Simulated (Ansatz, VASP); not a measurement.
# PbSe (Clausthalite): VASP beside Ansatz

Aim: how closely do two programs agree when they are given the same cell, functional and k mesh?

Program: Ansatz 0.2.0. Level of theory: plane waves, with VASP 6.6.1 beside it; band structure at r2SCAN0. Results are calculated unless marked as measured.

## 1. The structure

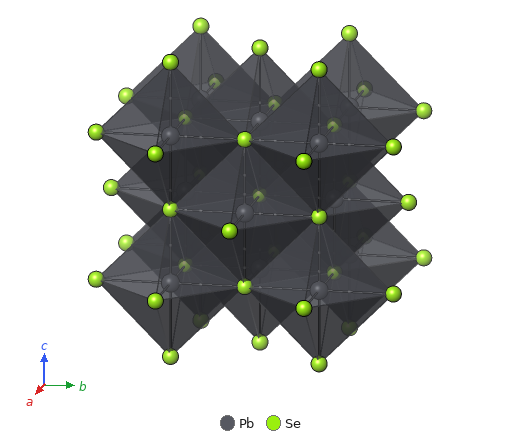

The starting structure, seen slightly off an axis (lead dark grey, selenium green). This picture shows the conventional cell, with its axes. Some periodic images of atoms are drawn too.

## 2. Ansatz: band structure, r2SCAN0

Ansatz runs on its default PAW (the set named soft_2) files.

The same path points are solved in both programs, so levels can be compared one by one.

Contents of input.yaml:

```yaml
crystal:
  lattice:
    - [0.0, 3.06065, 3.06065]
    - [3.06065, 0.0, 3.06065]
    - [3.06065, 3.06065, 0.0]
  atoms:
    - { symbol: Pb, position: [0.0, 0.0, 0.0] }
    - { symbol: Se, position: [0.5, 0.5, 0.5] }
hamiltonian:
  xc: r2scan0
  pseudopotentials: { kind: paw }
kpoints:
  mp_grid: { grid: [4, 4, 4] }
  band_path:
    path:
      - [0.0, 0.0, 0.0]
      - [0.5, 0.0, 0.5]
      - [0.5, 0.2, 0.7]
      - [0.4, 0.35, 0.75]
      - [0.15, 0.15, 0.3]
      - [0.2, 0.2, 0.2]
      - [0.5, 0.5, 0.5]
      - [0.55, 0.4, 0.55]
      - [0.6, 0.25, 0.65]
      - [0.5, 0.25, 0.75]
      - [0.5, 0.5, 0.5]
      - [0.375, 0.375, 0.75]
      - [0.5, 0.0, 0.5]
    npoints: 1
scf:
  occupations: { method: gaussian, width: 0.02 }
  n_extra_bands: 7
output:
  forces: true
  stress: true
  eigenvalues: true
```

Command:

```bash
$ ansatz run input.yaml --threads 4 --pin off --max-ram 9216MiB --backend cpu --events-out ev --progress --plain --runs-dir out
```

Numbers of over 12 decimals in the logs are rounded to 6 here.

What it wrote:

```text
Warning: output.stress: scf.convergence.dr2_threshold = 1e-7 eV (the SCF's general default) is looser than the 2e-10 eV advised for a printed stress (1e-10 eV for each atom of the cell: 2). What an SCF threshold leaves in a stress goes as its square root, and in the free energy as the threshold itself, and one threshold admits the most on a small cell: [figures from the program's tests cut] Set scf.convergence.dr2_threshold to 2e-10 eV or tighter. The threshold is an SCF's pass mark: one that does not reach it within its budget of iterations ends unconverged, or closes short of it on a stop that the run arms, and scf.convergence.dr2_threshold's page says what that costs each kind of run
Warning: output.stress: scf.exx.energy_threshold = 1e-6 eV is looser than the 2e-8 eV advised for a stress under a hybrid functional (1e-8 eV for each atom of the cell: 2). Every SCF of the exchange loop can meet its threshold on dr2 while the loop round them stops early: no threshold on dr2 bounds what that leaves in the stress. Set scf.exx.energy_threshold to 2e-8 eV or tighter. The threshold is the loop's pass mark: a loop that does not reach it within its budget of cycles ends unconverged, and scf.exx.energy_threshold's page has the law
scf.n_extra_bands = 7 over 15 filled bands (N_el = 30.0): the run solves 22 bands
Engine: ansatz 0.2.0, aarch64-unknown-linux-gnu
Pseudopotentials: kind: paw
Pseudopotential: Pb, paw, valence charge 14, recommended cutoff 500 eV (meta_gga), Pb.paw.azcp
Pseudopotential: Se, paw, valence charge 16, recommended cutoff 500 eV (meta_gga), Se.paw.azcp
Functional definition: r2SCAN0
  parameter a = 0.25
  parameter k0 = 0.174
  parameter k1 = 0.065
  parameter a1 = 4.9479
  exchange = (1 - a)*r2scan_x(k0 = k0, k1 = k1, a1 = a1) + a*exact_x
  correlation = r2scan_c
Crystal: 2 atoms, lattice volume = 57.342 Å³
Basis set: ecut = 500 eV, 1459 PW (Γ), exchange–correlation on 128×128×128 points (64 copies of the dense FFT grid, shifted against one another)
Bands: 22, of which v1, the nominal top of the filled ones, is band 15 counted from 1 (14 counted from 0)
Symmetry: 48 space group operations
Space group: Fm-3m (ITA 225), of the structure as read, at distance tolerance 3.9e-5 Å
k-points: 8 of 64
Non-local potential: Pb, projectors of the file, l = 0: 2, l = 1: 2, l = 2: 2, l = 3: 2
Non-local potential: Se, projectors of the file, l = 0: 2, l = 1: 2, l = 2: 3, l = 3: 1
PAW form: soft (Blöchl's): semilocal exchange-correlation on the pseudo side does not see the compensation charge
PAW frozen core: Pb, regenerated for the run's functional, and the local potential with it (the file was generated under x = pbe(κ = 0.804, μ = 0.219515), c = pbe(β = 0.066725))
PAW frozen core: Se, regenerated for the run's functional, and the local potential with it (the file was generated under x = pbe(κ = 0.804, μ = 0.219515), c = pbe(β = 0.066725))
PAW one-centre angular grid: Pb, 590 points (default); XC on 160 Gauss nodes
PAW one-centre angular grid: Se, 590 points (default); XC on 160 Gauss nodes
Initial density: superposition of atomic densities (neutral atoms: chi_scale 0, normalization atom), corrected by the library's trained network
Initial wavefunctions: pseudopotential atomic-orbital guess
Functional: x = r2scan, c = r2scan; τ floored in thin density (d = 2e-4 eV/Å³), warm-up for x = 0.75 r2scan + 0.25 exact, c = r2scan; τ floored in thin density (d = 2e-4 eV/Å³)
SCF iter   1: F=—  HF=-17400.312958 eV  |F-HF|=—  |Δ(HF+E_count)|=         —  Δρ=5.95e-3  dr2=2.32e-2  dr2_τ=3.70e-3  ethr=1.77e-3  ⟨swp⟩=12.0  Hψ=829  notcnv=0
preconditioner: auto → none  [insulator: Δε(μ)=0.593 eV  Ē_g=18.821 eV  σ=0.020 eV  W_gap=1.00  n_scr=14 (ndim 8)  ℏωp=21.9 eV  f_vac=0.021  D(μ)=0.00/eV (n_scr^D=0)]
iter 2 solved again at ethr=4.12e-6 eV; its pass at ethr=7.75e-5 eV (dr2=1.24e-3 eV) is discarded
SCF iter   2: F=—  HF=-17400.314663 eV  |F-HF|=—  |Δ(HF+E_count)|=   1.70e-3  Δρ=1.83e-3  dr2=1.28e-3  dr2_τ=2.38e-4  ethr=4.12e-6  ⟨swp⟩=3.8  Hψ=863  notcnv=0  defer=3
SCF iter   3: F=—  HF=-17400.314744 eV  |F-HF|=—  |Δ(HF+E_count)|=   8.13e-5  Δρ=6.77e-4  dr2=3.11e-4  dr2_τ=1.28e-5  ethr=4.12e-6  ⟨swp⟩=3.2  Hψ=433  notcnv=0  defer=2
SCF iter   4: F=-17400.314766 eV  HF=-17400.314757 eV  |F-HF|=8.74e-6  |Δ(HF+E_count)|=   1.30e-5  Δρ=2.66e-4  dr2=2.19e-5  dr2_τ=1.39e-6  ethr=1.04e-6  ⟨swp⟩=3.2  Hψ=356  notcnv=0  defer=2
SCF 1 stopped early in 4 iterations: F = -17400.314766 eV  dr2 = 2.19e-5
  greatest PAW one-centre occupation: 1.000 electrons in one spin orbital (limit 2), on the Se atom at site 1 (counted from 0), in its partial waves of l = 2
Initial density: handed on by an earlier stage of this run
Initial wavefunctions: those handed on with the density
Functional: x = 0.75 r2scan + 0.25 exact, c = r2scan; τ floored in thin density (d = 2e-4 eV/Å³)
Frozen-core exchange: fock
SCF iter   1: F=—  HF=-17396.989932 eV  |F-HF|=—  |Δ(HF+E_count)|=         —  Δρ=3.16e-3  dr2=4.86e-3  dr2_τ=6.95e-5  ethr=7.30e-7  ⟨swp⟩=8.1  Hψ=878  notcnv=0
preconditioner: auto → none  [insulator: Δε(μ)=1.469 eV  Ē_g=21.160 eV  σ=0.020 eV  W_gap=1.00  n_scr=14 (ndim 8)  ℏωp=21.9 eV  f_vac=0.023  D(μ)=0.00/eV (n_scr^D=0)]
SCF iter   2: F=—  HF=-17396.987551 eV  |F-HF|=—  |Δ(HF+E_count)|=   2.38e-3  Δρ=1.14e-3  dr2=9.46e-4  dr2_τ=1.33e-5  ethr=7.30e-7  ⟨swp⟩=4.0  Hψ=537  notcnv=0
SCF iter   3: F=—  HF=-17396.992333 eV  |F-HF|=—  |Δ(HF+E_count)|=   4.78e-3  Δρ=6.54e-4  dr2=2.87e-4  dr2_τ=2.33e-6  ethr=7.30e-7  ⟨swp⟩=4.0  Hψ=578  notcnv=0
SCF iter   4: F=—  HF=-17396.992274 eV  |F-HF|=—  |Δ(HF+E_count)|=   5.88e-5  Δρ=1.29e-4  dr2=3.35e-5  dr2_τ=4.05e-7  ethr=7.30e-7  ⟨swp⟩=2.9  Hψ=337  notcnv=0
SCF iter   5: F=—  HF=-17396.992416 eV  |F-HF|=—  |Δ(HF+E_count)|=   1.42e-4  Δρ=1.24e-4  dr2=1.80e-5  dr2_τ=2.75e-7  ethr=1.64e-8  ⟨swp⟩=4.0  Hψ=449  notcnv=0
SCF iter   6: F=-17396.992411 eV  HF=-17396.992411 eV  |F-HF|=2.35e-7  |Δ(HF+E_count)|=   4.58e-6  Δρ=1.47e-5  dr2=2.57e-6  dr2_τ=1.42e-8  ethr=1.64e-8  ⟨swp⟩=3.8  Hψ=356  notcnv=0
SCF 2 stopped early in 6 iterations: F = -17396.992411 eV  dr2 = 2.57e-6
hybrid outer 1: dexx = +5.490e-3 eV, tail = 1.73e-5 eV
Frozen-core exchange: fock
SCF iter   1: F=—  HF=-17396.992460 eV  |F-HF|=—  |Δ(HF+E_count)|=         —  Δρ=4.40e-5  dr2=9.60e-7  dr2_τ=4.14e-8  ethr=2.89e-7  ⟨swp⟩=5.4  Hψ=421  notcnv=0
preconditioner: auto → none  [insulator: Δε(μ)=1.498 eV  Ē_g=21.155 eV  σ=0.020 eV  W_gap=1.00  n_scr=14 (ndim 8)  ℏωp=21.9 eV  f_vac=0.024  D(μ)=0.00/eV (n_scr^D=0)]
SCF iter   2: F=—  HF=-17396.992460 eV  |F-HF|=—  |Δ(HF+E_count)|=   1.33e-7  Δρ=1.33e-5  dr2=1.73e-7  dr2_τ=5.58e-9  ethr=2.76e-9  ⟨swp⟩=4.0  Hψ=477  notcnv=0
SCF iter   3: F=—  HF=-17396.992460 eV  |F-HF|=—  |Δ(HF+E_count)|=   5.06e-7  Δρ=8.20e-6  dr2=7.16e-8  dr2_τ=1.71e-9  ethr=1.99e-10  ⟨swp⟩=4.1  Hψ=463  notcnv=0  defer=1
SCF iter   4: F=-17396.992460 eV  HF=-17396.992460 eV  |F-HF|=1.62e-9  |Δ(HF+E_count)|=   1.62e-8  Δρ=1.05e-6  dr2=3.88e-9  dr2_τ=7.02e-11  ethr=1.85e-10  ⟨swp⟩=3.2  Hψ=326  notcnv=0
SCF 3 converged in 4 iterations: F = -17396.992460 eV  dr2 = 3.88e-9
  Residual-converged pass: ⟨swp⟩=3.4  Hψ=386  notcnv=0  max |occ|·‖R‖ = 2.4e-6 eV (tolerance 2.4e-6 eV)  dr2=3.83e-9  dr2_τ=7.78e-11  dr2_onsite=1.91e-9  max |Δocc| = 0.0e0
hybrid outer 2: dexx = +5.975e-7 eV, tail = 2.47e-8 eV, Δε = 2.05e-3 eV (about 9.74e-5 eV left of the loop's levels)
NSCF: frozen V_eff on 13 k-points
hybrid SCF converged: 2 outer / 10 inner (+4 warm-up), last move |dexx| = 5.97e-7 eV, tail = 2.47e-8 eV
Stability not checked: this state was not tested for a lower state beside it, because the functional holds exact exchange (a hybrid, or Hartree-Fock), whose exchange loop this test does not read (fock_operator; see scf.lower_state_search)
Free energy (F): -17396.992460 eV
Frozen-core exchange: fock
Harris-Foulkes:  -17396.992460 eV  (|F-HF|=1.62e-9)
Internal energy: -17396.992460 eV  (E = F + TS)
E sigma→0 (E₀):  -17396.992460 eV
Fermi energy:    9.106562 eV
--- Per-component energies (eV) ---
  E_band       = -523.210994
  E_kinetic    = 405.034221
  E_local      = -3530.612902  (includes V_loc(G=0)·N_el)
  E_nonlocal   = -245.533401
  E_hartree    = 1646.990768
  E_xc         = -237.964074
  E_vxc        = -192.394859  (∫ρ·V_xc dr)
  E_exx        = -112.064663  (= α·E_x^exact, valence–valence)
  E_paw        = -12309.835420  (= ΣΔE_a)
  E_vpaw       = -40.162079  (= ΣTr[D̂ρ^β])
  E_aug_tail   = -0.000180  (compensation charges beyond the density's cutoff)
  E_vtau       = 10.605845  (kinetic-family band-sum trace: ∫τ·v_τ [+ j·A + Jᵃ·Aᵃ] dr)
  E_ewald      = -3011.707258
  E_core_change = -1.299547  (= ΣΔE_core)
  E_smearing   = -0.000000  (= −TS)
  E_closure    = -0.000003  (closes the sum)
  Σ components = -17396.992460   (vs F -17396.992460, Δ=-3.64e-12)
--- Forces (eV/Å), atoms counted from 1 ---
  atom   1  Pb    -0.00000000    -0.00000000    -0.00000000
  atom   2  Se    -0.00000000    -0.00000000    -0.00000000
  max |Σ_I F_I| component: 3.69e-29 eV/Å
--- Stress (GPa, compression-positive) ---
        1.055973       0.000000      -0.000000
       -0.000000       1.055973       0.000000
        0.000000      -0.000000       1.055973
  P = ⅓ Tr σ = 1.0560 GPa (10.560 kbar)
--- Band table (eV; the first three rows and the last of 8) ---
  k-point 0: bands = [... 11 lower, 1.5573, 6.0002, 6.0002, 6.0002, 14.7254, 14.7254, 14.7254, 16.4765, ... 3 higher]
  k-point 1: bands = [... 11 lower, -0.0815, 6.1986, 6.1986, 7.2022, 11.8224, 12.6346, 12.6346, 16.4709, ... 3 higher]
  k-point 2: bands = [... 11 lower, -1.5842, 6.4652, 6.4652, 8.3574, 9.8557, 11.2766, 11.2766, 18.7060, ... 3 higher]
  k-point 7: bands = [... 11 lower, -0.6129, 3.3709, 3.3709, 7.3341, 11.5608, 14.9296, 14.9296, 17.8934, ... 3 higher]
```

Run time: 31 s. Hardware: 4 threads of Arm Neoverse V2, shared host; peak memory 1 GiB.

Reading the cycles: dr2 is the Hartree energy of the density residual (eV), the measure of convergence; HF is the Harris–Foulkes estimate of the energy, which meets the free energy F at convergence.

## 3. VASP: band structure, r2SCAN0

The same cell, functional, mesh and smearing now go to VASP, with its own data sets and cutoff.

Lines of VASP's logs that name or quote its potential files are left out, and so is its time.

Contents of INCAR:

```
SYSTEM = PbSe
PREC = Accurate
ENCUT = 400
EDIFF = 1E-06
NELM = 100
ISMEAR = 0
SIGMA = 0.02
LREAL = .FALSE.
ALGO = Normal
LHFCALC = .TRUE.
AEXX = 0.25
METAGGA = R2SCAN
LASPH = .TRUE.
NBANDS = 16
PRECFOCK = Fast
HFRCUT = -1
LORBIT = 11
LWAVE = .FALSE.
LCHARG = .FALSE.
KPAR = 4
```

Contents of POSCAR:

```
PbSe
1.0
    0.0000000000      3.0606500000      3.0606500000
    3.0606500000      0.0000000000      3.0606500000
    3.0606500000      3.0606500000      0.0000000000
Pb Se
1 1
Direct
    0.0000000000      0.0000000000      0.0000000000
    0.5000000000      0.5000000000      0.5000000000
```

Contents of KPOINTS:

```
Automatic mesh
0
Gamma
4 4 4
0 0 0
```

Contents of KPOINTS_OPT:

```
Line mode
6
Line-mode
Reciprocal
  0.00000000   0.00000000   0.00000000 GAMMA
  0.50000000   0.00000000   0.50000000 X

  0.50000000   0.00000000   0.50000000 X
  0.50000000   0.25000000   0.75000000 W

  0.50000000   0.25000000   0.75000000 W
  0.37500000   0.37500000   0.75000000 K

  0.37500000   0.37500000   0.75000000 K
  0.00000000   0.00000000   0.00000000 GAMMA

  0.00000000   0.00000000   0.00000000 GAMMA
  0.50000000   0.50000000   0.50000000 L

  0.50000000   0.50000000   0.50000000 L
  0.62500000   0.25000000   0.62500000 U

  0.62500000   0.25000000   0.62500000 U
  0.50000000   0.25000000   0.75000000 W

  0.50000000   0.25000000   0.75000000 W
  0.50000000   0.50000000   0.50000000 L

  0.50000000   0.50000000   0.50000000 L
  0.37500000   0.37500000   0.75000000 K

  0.62500000   0.25000000   0.62500000 U
  0.50000000   0.00000000   0.50000000 X
```

PAW data sets: Pb_d and Se (PBE family, release 64).

Command:

```bash
$ mpirun -np 4 vasp_std
```

What it wrote:

```text
[banner, memory and clock lines left out]
running    4 mpi-ranks, on    1 nodes
 distrk:  each k-point on    1 cores,    4 groups
 distr:  one band on    1 cores,    1 groups

 POSCAR found type information on POSCAR PbSe
 POSCAR found :  2 types and       2 ions
|                                                                             |
|               ----> ADVICE to this user running VASP <----                  |
|                                                                             |
|     You enforced a specific xc type in the INCAR file but a different       |
|     [... a line on the potential file left out ...]
|     I HOPE YOU KNOW WHAT YOU ARE DOING!                                     |
|                                                                             |

 LDA part: xc-table for (None), standard interpolation
 found WAVECAR, reading the header
 POSCAR, INCAR and KPOINTS ok, starting setup
 FFT: planning ... GRIDC
 FFT: planning ... GRID_SOFT
 FFT: planning ... GRID
 HFRCUT set to (new)   9.568726
 reading WAVECAR
 the WAVECAR file was read successfully
 initial charge from wavefunction
 entering main loop
       N       E                     dE             d eps       ncg     rms          rms(c)
DAV:   1    -0.590020318142E+02   -0.59002E+02   -0.81965E-01   280   0.109E+01    0.178E+00
DAV:   2    -0.590121298032E+02   -0.10098E-01   -0.48304E-02   264   0.127E+00    0.118E+00
DAV:   3    -0.590080605631E+02    0.40692E-02   -0.66194E-03   336   0.774E-01    0.706E-01
DAV:   4    -0.590075517081E+02    0.50886E-03   -0.30081E-03   336   0.430E-01    0.415E-01
DAV:   5    -0.590075916075E+02   -0.39899E-04   -0.52091E-04   336   0.201E-01    0.242E-01
DAV:   6    -0.590075742403E+02    0.17367E-04   -0.46078E-05   360   0.918E-02    0.132E-01
DAV:   7    -0.590075649647E+02    0.92756E-05   -0.17673E-05   328   0.484E-02    0.677E-02
DAV:   8    -0.590075633098E+02    0.16549E-05   -0.65850E-06   304   0.234E-02    0.333E-02
DAV:   9    -0.590075630746E+02    0.23526E-06   -0.18297E-06   312   0.122E-02
   1 F= -.59007563E+02 E0= -.59007563E+02  d E =-.589805E-19
 Start KPOINTS_OPT (optional k-point list driver)
k-point batch [1-8\60]
       N       E                     dE             ncg
DAV:   1     0.102999947967E+03   -0.26648E+04      272
DAV:   2    -0.125621881813E+04   -0.13592E+04      272
DAV:   3    -0.135551648434E+04   -0.99298E+02      344
DAV:   4    -0.135830227111E+04   -0.27858E+01      368
DAV:   5    -0.135839311431E+04   -0.90843E-01      392
DAV:   6    -0.135839643929E+04   -0.33250E-02      392
DAV:   7    -0.135839647692E+04   -0.37635E-04      376
DAV:   8    -0.135839647730E+04   -0.37586E-06      272
[...]
k-point batch [57-60\60]
       N       E                     dE             ncg
DAV:   1     0.252552074130E+04   -0.24009E+04      128
DAV:   2     0.187262846049E+04   -0.65289E+03      136
DAV:   3     0.182564859159E+04   -0.46980E+02      160
DAV:   4     0.182445331554E+04   -0.11953E+01      176
DAV:   5     0.182441339492E+04   -0.39921E-01      208
DAV:   6     0.182441189079E+04   -0.15041E-02      200
DAV:   7     0.182441187390E+04   -0.16890E-04      200
DAV:   8     0.182441187374E+04   -0.15936E-06      144
```

(Part 1 of 2 ends here.)

[Lines on the potential files, build, host, timing and source positions are cut from VASP's logs without a mark.]

[Logs are printed without paths, hosts, clocks, repeated set-up lines and the standing remarks that a program may print on its own settings, such as how far it seeks lower states.]

[Hosts, paths, dates, database ids (printed as entryN), source tags and the programs' standing remarks are cut or masked in the printed files.]
